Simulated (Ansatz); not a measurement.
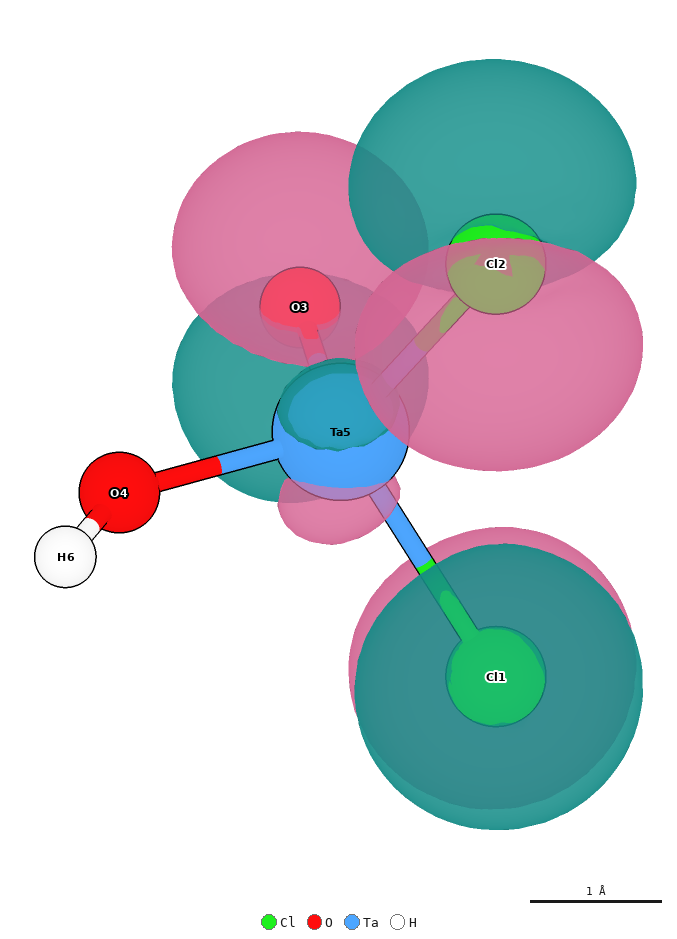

*Cl2HO2Ta. One frontier orbital at ±0.08 Å⁻³ᐟ² (teal and pink are the two phases), seen at a tilt.*

Geometry: PBE0-D4/def2-SVP; core potentials replace the inner electrons of Ta.

Computed with isolated molecule in a Gaussian basis; Kohn-Sham density functional theory, functional PBE0 in Ansatz 0.2.0.

```yaml
atoms:
  - { symbol: Cl, position_ang: [-0.0578, -0.3403, -2.4071] }
  - { symbol: Cl, position_ang: [-0.5524, 2.3286, 0.2836] }
  - { symbol: O, position_ang: [-1.8372, -0.6831, 0.3202] }
  - { symbol: O, position_ang: [0.9610, -0.7323, 0.8835] }
  - { symbol: Ta, position_ang: [-0.3818, 0.0699, -0.1591] }
  - { symbol: H, position_ang: [1.9102, -0.7069, 1.0326] }
```

### Which orbital is it: HOMO or LUMO?

The HOMO, at −9.44 eV. Its weight (Hirshfeld) is mainly on O3 (about 30 %), Cl1 (about 30 %), Cl2 (about 30 %) and Ta5 (about 10 %); largely a combination of lone pairs on O3, Cl1 and Cl2.
